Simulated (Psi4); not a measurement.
# CH4ClSi (SMILES [SiH2]CCl) at UHF/3-21G

What is the vertical doublet–quartet gap of CH4ClSi at UHF/3-21G? 

The calculation is run with Psi4 1.11.

## (1) The system as given

The species is CH4ClSi (7 atoms), meant as a doublet with charge 0. SMILES: `[SiH2]CCl`. The coordinates come from a GFN2-xTB relaxation. This is one conformer, not always the lowest.

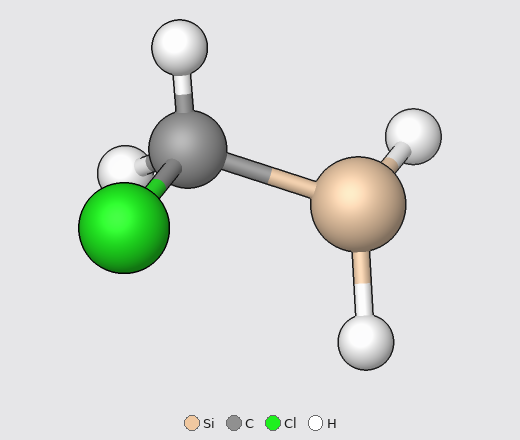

The structure, seen from a chosen angle (silicon light orange, carbon grey, chlorine green, hydrogen white).

## (2) Energy and gradient at UHF/3-21G

Contents of job.json:

```json
{
 "schema_name": "qcschema_input",
 "schema_version": 1,
 "molecule": {
  "schema_name": "qcschema_molecule",
  "schema_version": 2,
  "symbols": ["Si", "C", "Cl", "H", "H", "H", "H"],
  "geometry": [-1.03094009, 0.35286856, -1.90106448, 1.06134578, -0.15144265, 0.98955509, 1.41457339, -3.47225837, 1.54163857, -3.39602682, -1.02311662, -1.6663038, -1.24098315, 3.04461335, -2.44566465, 2.95545607, 0.61801603, 0.77473102, 0.23659371, 0.6313386, 2.70712716],
  "molecular_charge": 0,
  "molecular_multiplicity": 2,
  "fix_symmetry": "c1"
 },
 "driver": "gradient",
 "model": {
  "method": "scf",
  "basis": "3-21G"
 },
 "keywords": {
  "reference": "uhf",
  "puream": true,
  "e_convergence": 1e-09,
  "d_convergence": 1e-08,
  "scf_type": "pk",
  "maxiter": 200
 }
}
```

Command:

```console
psi4 --qcschema job.json -n 1 --memory 1600MB
```

stdout:

```text
[...]
  Running in c1 symmetry.
[...]
  Nuclear repulsion =  132.998830689699247
[...]
  Multiplicity = 2
[...]
  Nalpha       = 21
  Nbeta        = 20
[...]
    Number of basis functions: 43
[...]
   @UHF iter   1:  -784.59824117088158   -5.27823e-01   3.70282e-03 DIIS/ADIIS
[...]
   @UHF iter  14:  -784.62372735977715   -1.93268e-12   5.87996e-09 DIIS
[...]
   @S^2 Observed:                7.543981913E-01
[...]
    Orbital Energies [Eh]
    ---------------------
    Alpha Occupied:
       1A   -104.093224     2A    -68.311841     3A    -11.237733
       4A    -10.488722     5A     -7.952601     6A     -7.948052
       7A     -7.947990     8A     -6.124325     9A     -4.225978
      10A     -4.217738    11A     -4.216877    12A     -1.139719
      13A     -0.916320    14A     -0.735975    15A     -0.633643
      16A     -0.570971    17A     -0.516980    18A     -0.500537
      19A     -0.438427    20A     -0.417146    21A     -0.333051
    Alpha Virtual:
      22A      0.146261    23A      0.184975    24A      0.223793
      25A      0.260255    26A      0.292551    27A      0.298075
[...]
  @UHF Final Energy:  -784.62372735977715
   => Energetics <=
    Nuclear Repulsion Energy =            132.9988306896992469
    One-Electron Energy =               -1349.7674088328444668
    Two-Electron Energy =                 432.1448507833681560
    Total Energy =                       -784.6237273597771491
  UHF NO Occupations:
  HONO-2 :   19  A 1.9994857
  HONO-1 :   20  A 1.9988588
[...]
 Multipole Moments:
 ------------------------------------------------------------------------------------
     Multipole            Electronic (a.u.)      Nuclear  (a.u.)        Total (a.u.)
 ------------------------------------------------------------------------------------
 L = 1.  Multiply by 2.5417464519 to convert [e a0] to [Debye]
 Dipole X            :          1.9135930           -2.0245422           -0.1109491
 Dipole Y            :         -4.5010190            5.4152602            0.9142412
 Dipole Z            :          1.1194603           -1.3102799           -0.1908195
 Magnitude           :                                                    0.9405098
[...]
  -Total Gradient:
     Atom            X                  Y                   Z
    ------   -----------------  -----------------  -----------------
       1       -0.012693062198     0.003454559383     0.008581930763
       2       -0.001186607297    -0.041564528953    -0.006616373287
       3       -0.006132614551     0.043946769311    -0.008997120136
       4        0.011202168367     0.002964544113    -0.002178554627
       5        0.004501804383    -0.011328001013     0.001814445370
       6        0.007553067395     0.001022900752     0.000953944853
       7       -0.003244756101     0.001503756403     0.006441727072
[...]
```

The result, in JSON:

```text
{
 "driver": "gradient",
 "model": {
  "method": "scf",
  "basis": "3-21G"
 },
 "success": true,
 "return_result": [-0.012693062198046764, 0.003454559382826461, 0.008581930763223122, -0.0011866072973617248, -0.04156452895318416, -0.006616373286991328, -0.006132614550688826, 0.04394676931127631, -0.008997120136012773, 0.011202168366991117, 0.002964544113466222, -0.0021785546274805286, 0.00450180438283895, -0.011328001012693878, 0.0018144453701952543, 0.007553067395386137, 0.0010229007517534583, 0.0009539448532701507, -0.003244756100616336, 0.001503756403365239, 0.006441727071713199],
 "properties": {
  "calcinfo_nbasis": 43,
  "calcinfo_nmo": 43,
  "calcinfo_nalpha": 21,
  "calcinfo_nbeta": 20,
  "calcinfo_natom": 7,
  "nuclear_repulsion_energy": 132.99883068969925,
  "return_energy": -784.6237273597771,
  "return_gradient": [-0.012693062198046764, 0.003454559382826461, 0.008581930763223122, -0.0011866072973617248, -0.04156452895318416, -0.006616373286991328, -0.006132614550688826, 0.04394676931127631, -0.008997120136012773, 0.011202168366991117, 0.002964544113466222, -0.0021785546274805286, 0.00450180438283895, -0.011328001012693878, 0.0018144453701952543, 0.007553067395386137, 0.0010229007517534583, 0.0009539448532701507, -0.003244756100616336, 0.001503756403365239, 0.006441727071713199],
  "scf_one_electron_energy": -1349.7674088328445,
  "scf_two_electron_energy": 432.14485078336816,
  "scf_dipole_moment": [-0.11094911780833816, 0.9142411877925092, -0.19081952260511503],
  "scf_total_energy": -784.6237273597771,
  "scf_total_gradient": [-0.012693062198046764, 0.003454559382826461, 0.008581930763223122, -0.0011866072973617248, -0.04156452895318416, -0.006616373286991328, -0.006132614550688826, 0.04394676931127631, -0.008997120136012773, 0.011202168366991117, 0.002964544113466222, -0.0021785546274805286, 0.00450180438283895, -0.011328001012693878, 0.0018144453701952543, 0.007553067395386137, 0.0010229007517534583, 0.0009539448532701507, -0.003244756100616336, 0.001503756403365239, 0.006441727071713199],
  "scf_iterations": 14
 }
}
```

It took 2.2 s on 1 thread of Intel Xeon Platinum 8375C at 2.90GHz (Ice Lake), shared host; peak memory 0.18 GiB.

## (3) The quartet at the same level

Contents of ch4clsi.xyz:

```xyz
7
CH4ClSi
Si    -0.545550     0.186730    -1.006000
C      0.561640    -0.080140     0.523650
Cl     0.748560    -1.837440     0.815800
H     -1.797100    -0.541410    -0.881770
H     -0.656700     1.611140    -1.294190
H      1.563960     0.327040     0.409970
H      0.125200     0.334090     1.432550
```

Contents of run.py:

```python
import numpy as np
from ase.calculators.psi4 import Psi4
from ase.io import read

mol = read('ch4clsi.xyz')
calc = Psi4(atoms=mol, method='scf', basis='3-21G', memory='1600MB', num_threads=1, charge=0, multiplicity=4, label='psi4-calc', reference='uhf')
calc.psi4.set_options({'puream': True, 'e_convergence': 1e-09, 'd_convergence': 1e-08, 'scf_type': 'pk', 'maxiter': 200})
mol.calc = calc

forces = mol.get_forces()
print(f'energy: {mol.get_potential_energy():.6f} eV')
print('forces / eV A^-1')
print(np.round(forces, 5))
```

Command:

```console
python run.py
```

psi4-calc.dat:

```text
[...]
  Running in c1 symmetry.
[...]
  Nuclear repulsion =  132.998830648803732
[...]
  Multiplicity = 4
[...]
  Nalpha       = 22
  Nbeta        = 19
[...]
    Number of basis functions: 43
[...]
   @UHF iter   1:  -784.33828984968250   -2.67872e-01   4.31593e-03 DIIS/ADIIS
[...]
   @UHF iter  22:  -784.38269312547902   -5.68434e-13   5.00668e-09 DIIS
[...]
   @S^2 Observed:                3.761403539E+00
[...]
    Orbital Energies [Eh]
    ---------------------
    Alpha Occupied:
       1A   -104.162511     2A    -68.303067     3A    -11.160488
       4A    -10.559562     5A     -8.036029     6A     -8.020915
       7A     -8.012916     8A     -6.113940     9A     -4.215433
      10A     -4.207312    11A     -4.207162    12A     -1.219338
      13A     -0.946544    14A     -0.728788    15A     -0.638875
      16A     -0.619265    17A     -0.587462    18A     -0.500984
      19A     -0.490120    20A     -0.467048    21A     -0.322438
      22A     -0.178323
    Alpha Virtual:
      23A      0.166425    24A      0.224177    25A      0.250293
[...]
  @UHF Final Energy:  -784.38269312547902
   => Energetics <=
    Nuclear Repulsion Energy =            132.9988306488037324
    One-Electron Energy =               -1349.1683366835804918
    Two-Electron Energy =                 431.7868129092977370
    Total Energy =                       -784.3826931254790225
  UHF NO Occupations:
  HONO-2 :   20  A 1.0000000
  HONO-1 :   21  A 1.0000000
[...]
 Multipole Moments:
 ------------------------------------------------------------------------------------
     Multipole            Electronic (a.u.)      Nuclear  (a.u.)        Total (a.u.)
 ------------------------------------------------------------------------------------
 L = 1.  Multiply by 2.5417464519 to convert [e a0] to [Debye]
 Dipole X            :          2.0909680           -2.0245422            0.0664258
 Dipole Y            :         -5.3395171            5.4152602            0.0757431
 Dipole Z            :          1.4124941           -1.3102799            0.1022143
 Magnitude           :                                                    0.1435171
[...]
  -Total Gradient:
     Atom            X                  Y                   Z
    ------   -----------------  -----------------  -----------------
       1       -0.018287224854    -0.007911617929     0.004033715881
       2        0.011298942739    -0.220965316234     0.015889676937
       3       -0.027593814225     0.239193273216    -0.041641988218
       4        0.013510546848     0.003830113245    -0.001862616806
       5        0.009784328196    -0.011231120501     0.007934504052
       6        0.005278168743    -0.000574436852     0.008584446718
       7        0.006009052549    -0.002340894941     0.007062261427
[...]
```

Standard output:

```text
energy: -21344.140253 eV
forces / eV A^-1
[[  0.94037   0.40683  -0.20742]
 [ -0.58101  11.36249  -0.81708]
 [  1.41893 -12.29981   2.14132]
 [ -0.69474  -0.19695   0.09578]
 [ -0.50313   0.57753  -0.40801]
 [ -0.27141   0.02954  -0.44143]
 [ -0.309     0.12037  -0.36316]]
```

Run time: 2.4 s. Hardware: 1 thread of Intel Xeon Platinum 8375C at 2.90GHz (Ice Lake), shared host; peak memory 0.2 GiB.

## (4) What came out

At UHF/3-21G:

| quantity | value |
| --- | --- |
| doublet: total energy | -784.62373 Eh |
| doublet: dipole moment | 2.39 D |
| doublet: HOMO energy (highest over α and β) | -9.06 eV |
| doublet: LUMO energy (lowest over α and β) | 1.19 eV |
| doublet: ⟨S²⟩ | 0.754 |
| doublet: largest force on an atom | 2.328 eV/Å |
| quartet: total energy | -784.38269 Eh |
| quartet: dipole moment | 0.36 D |
| quartet: HOMO energy (highest over α and β) | -4.85 eV |
| quartet: LUMO energy (lowest over α and β) | -1.54 eV |
| quartet: ⟨S²⟩ | 3.761 |
| quartet: largest force on an atom | 12.565 eV/Å |
| vertical energy of the quartet above the doublet | 6.559 eV |

In words: At this shape the quartet lies 6.56 eV (151 kcal/mol) above the doublet. The largest force (doublet) is 2.33 eV/Å: the shape isn't a stationary point for this species at this level.
